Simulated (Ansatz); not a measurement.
## Electronic structure of ClH$_{4}$NOZn in real space

The calculation's input:

```
crystal:
  periodic: [false, false, false]
  atoms:
    - {symbol: Zn, position_ang: [-0.936296, 0.342821, -0.035060]}
    - {symbol: N, position_ang: [0.988631, -0.434838, -0.523087]}
    - {symbol: Cl, position_ang: [-2.139248, 0.560255, -1.791801]}
    - {symbol: H, position_ang: [1.449112, -0.495195, 0.379762]}
    - {symbol: O, position_ang: [-0.580745, 0.441759, 1.741751]}
    - {symbol: H, position_ang: [0.967605, -1.356683, -0.942751]}
    - {symbol: H, position_ang: [1.534068, 0.166543, -1.129073]}
    - {symbol: H, position_ang: [-1.283128, 0.775337, 2.300259]}
basis:
  gaussian: {orbitals: def2-TZVPP}
hamiltonian: {xc: pbe0, dispersion: d4}
output: {orbitals: {seedname: orbitals}}
```

Command:

```sh
ansatz run in.yaml --threads 8 --pin off --events-out ev --progress --plain --max-ram 19148MiB
```

The product side of a reaction path; geometry: PBE0-D4/def2-TZVP; a saddle point, not a minimum.

The calculation used Ansatz 0.2.0, RKS PBE0-D4/def2-TZVPP.

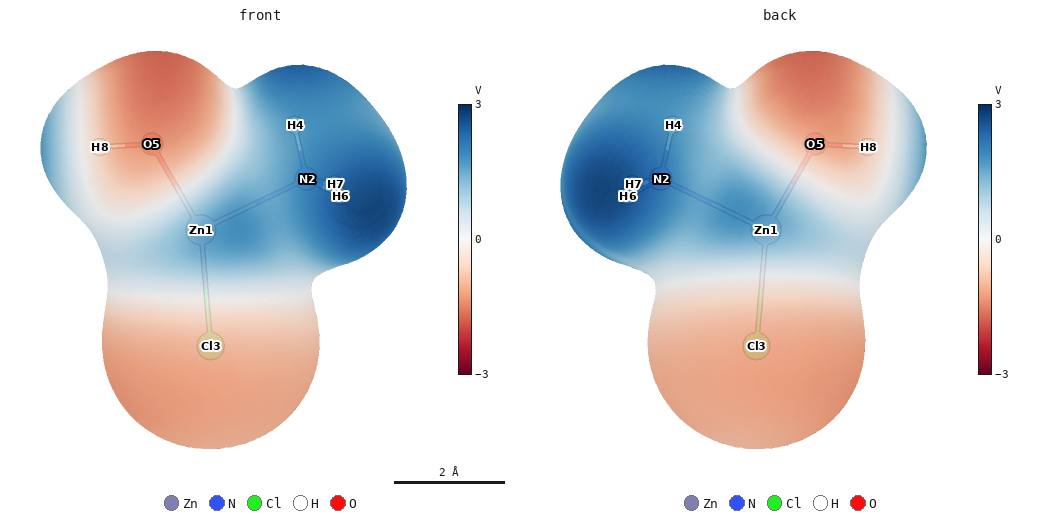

Figure 1. The electrostatic potential painted on the density surface at 0.002 e/bohr³, seen from the front and from behind; red is negative and blue positive.

**Describe the electrostatic potential map.**

The most negative region (about −1.7 V, or −39 kcal/mol for a unit charge) lies over O5, the most positive (about +2.8 V, or +65 kcal/mol for a unit charge) over H6 and H7. O5 is the likeliest acceptor of a hydrogen bond.

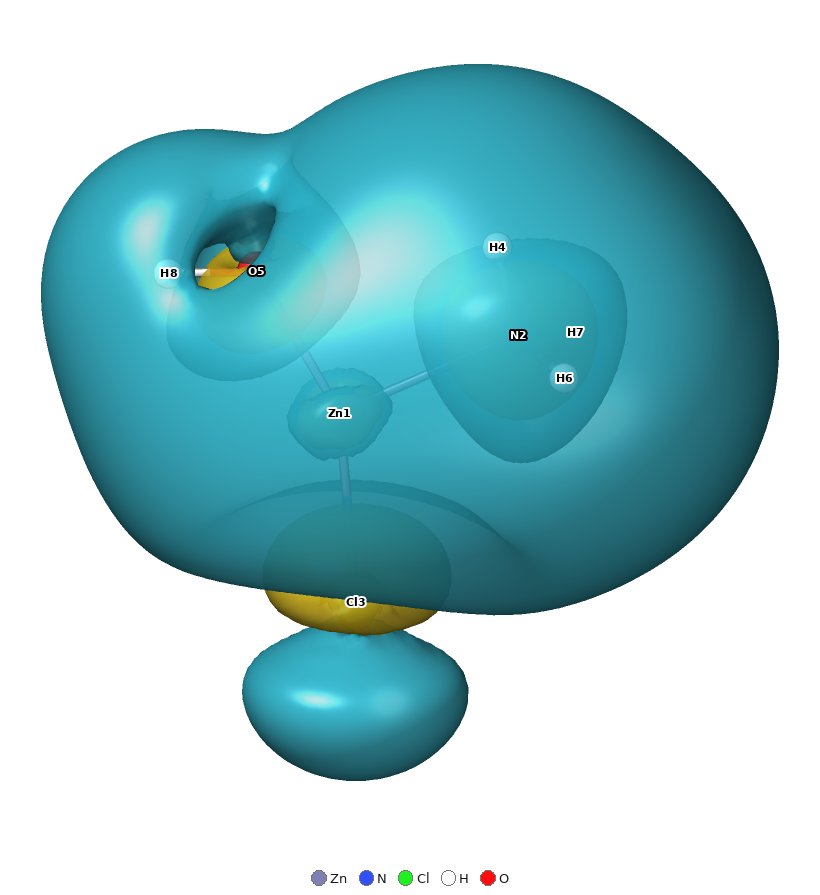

Figure 2. One frontier orbital at ±0.04 Å⁻³ᐟ² (yellow and cyan are the two phases), seen at a tilt.

**Which orbital is it: HOMO or LUMO?**

The LUMO, at −0.51 eV. By Hirshfeld shares it lies mainly on Zn1 (about 35 %), H6 (about 15 %), H7 (about 15 %), N2 (about 10 %), Cl3 (about 10 %) and H4 (about 10 %).

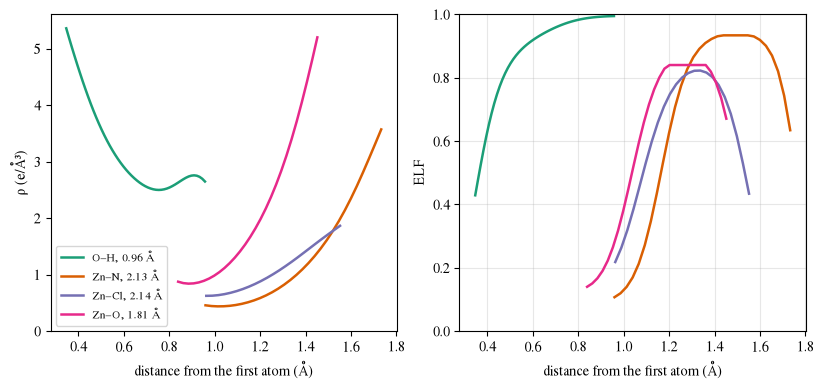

Figure 3. Total electron density and electron localisation function along straight lines between neighbouring atoms. The curves leave out the atomic cores.

**Compare the contacts.**

O–H (0.96 Å): ρ at the midpoint is about 3.8 e/Å³; the ELF climbs to about 1 towards the hydrogen, as it does in any bond to H: a covalent bond by its length.
Zn–N (2.13 Å): ρ at the midpoint is about 0.45 e/Å³; the ELF peaks at about 0.95 in the valence shell of N, 0.7 Å from its nucleus, and is about 0.20 at the midpoint.
Zn–Cl (2.14 Å): ρ at the midpoint is about 0.68 e/Å³; the ELF peaks at about 0.80 in the valence shell of Cl, 0.8 Å from its nucleus, and is about 0.45 at the midpoint.
Zn–O (1.81 Å): ρ at the midpoint is about 0.85 e/Å³; the ELF peaks at about 0.85 in the valence shell of O, 0.6 Å from its nucleus, and is about 0.20 at the midpoint.
